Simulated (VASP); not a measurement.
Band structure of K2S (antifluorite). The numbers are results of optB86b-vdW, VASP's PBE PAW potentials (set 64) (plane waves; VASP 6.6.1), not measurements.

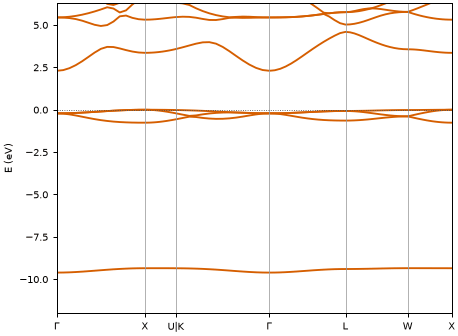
Figure: Bands along high-symmetry lines, zero at the valence-band maximum or, without a gap, the Fermi level

### Question
Read the plot: is there a gap, and where are the band edges?

### Answer
The gap is indirect, 2.30 eV, from the valence maximum at X to the conduction minimum at Γ. (Edges off the drawn lines would not show.)

The compound is K2S in the antifluorite structure. It was relaxed first.
